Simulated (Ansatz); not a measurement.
## Electronic structure of H5NOSi2 in real space

Input

```
crystal:
  periodic: [false, false, false]
  atoms:
    - { symbol: "N", position_ang: [-0.8457, 2.157, -0.8335] }
    - { symbol: Si, position_ang: [-0.9433, 1.1436, 0.4827] }
    - { symbol: O, position_ang: [0.0051, -0.0993, 0.004] }
    - { symbol: Si, position_ang: [0.6659, -1.5335, 0.6152] }
    - { symbol: H, position_ang: [0.0751, 2.4503, -1.0536] }
    - { symbol: H, position_ang: [-1.1976, 1.7179, -1.6806] }
    - { symbol: H, position_ang: [-0.5356, -2.4273, 0.9145] }
    - { symbol: H, position_ang: [1.519, -2.1745, -0.3827] }
    - { symbol: H, position_ang: [1.3456, -1.2804, 1.9169] }
basis:
  gaussian: { orbitals: "6-31G" }
hamiltonian:
  xc: pbe
  dispersion: d4
relax:
  f_tol: 0.02
  max_steps: 50
output:
  orbitals: {}
```

Launched as:

```sh
ansatz run input.yaml --threads 1 --pin off --max-ram 2048MiB --backend cpu --events-out ev --progress --plain --runs-dir out
```

The fields are those of the run's last geometry, not of the input's.

All numbers below come from RKS PBE-D4/6-31G (Ansatz 0.2.0).

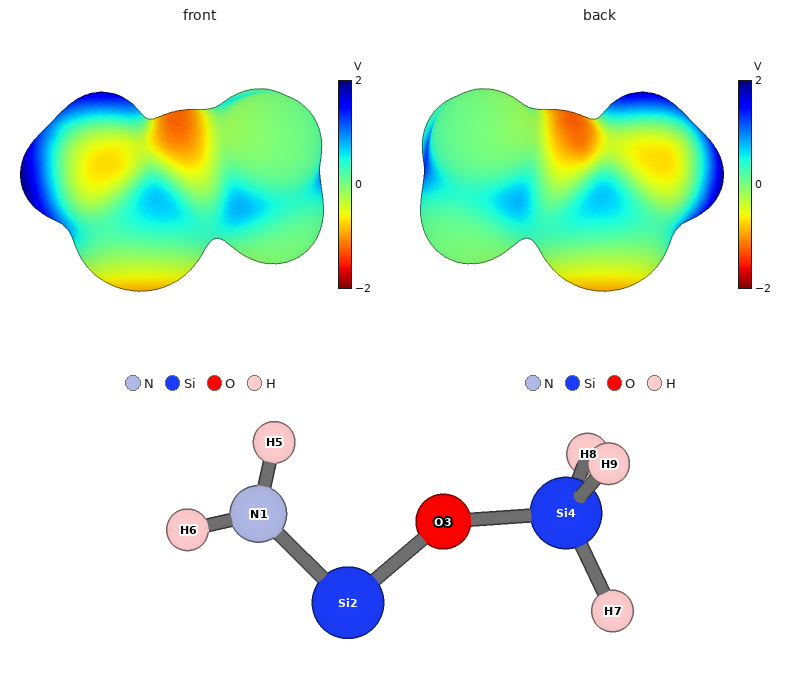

Figure 1. The molecular electrostatic potential painted on the density surface at 0.002 e/bohr³, seen from the front and from behind; the colour scale runs from red (negative) to blue (positive). The bare structure is drawn below in the same view.

Where is the surface potential most negative and most positive?

Answer. The most negative region (about −1.2 V, or −28 kcal/mol for a unit charge) lies over O3, the most positive (about +1.9 V, or +44 kcal/mol for a unit charge) over H6. O3 is the likeliest acceptor of a hydrogen bond.

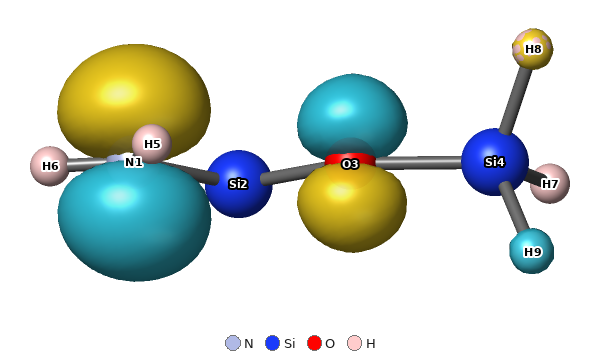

Figure 2. The HOMO−1 at ±0.15 Å⁻³ᐟ² (yellow and cyan are the two phases), seen from one side.

Describe this orbital and give its energy.

Answer. Its weight (Hirshfeld) is mainly on N1 (about 55 %) and O3 (about 20 %); largely a combination of lone pairs on N1 and O3. Its energy is −6.09 eV.

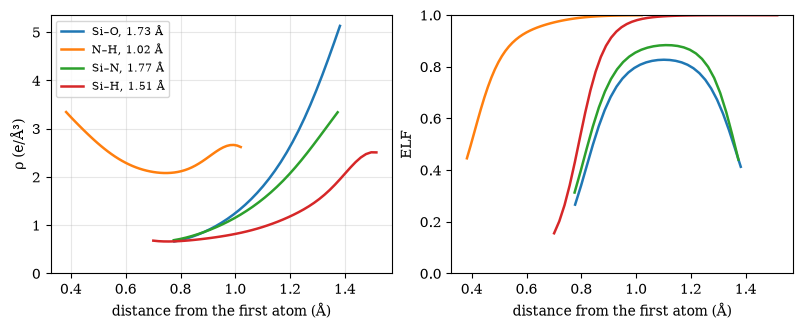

Figure 3. Total electron density and electron localisation function along straight lines between neighbouring atoms. The curves leave out the atomic cores.

What can be read from the curves?

Answer. Si–O (1.73 Å): ρ is about 0.81 e/Å³ halfway; the ELF peaks at about 0.85 between the atoms, as expected for a shared but strongly polarised pair.
N–H (1.02 Å): ρ is about 2.6 e/Å³ halfway; the ELF climbs to about 1 towards the hydrogen, as it does in any bond to H (an ordinary covalent bond to hydrogen).
Si–N (1.77 Å): ρ is about 0.86 e/Å³ halfway; the ELF peaks at about 0.90 between the atoms, as expected for a polar covalent bond.
Si–H (1.51 Å): ρ at the midpoint is about 0.66 e/Å³; the ELF climbs to about 1 towards the hydrogen.
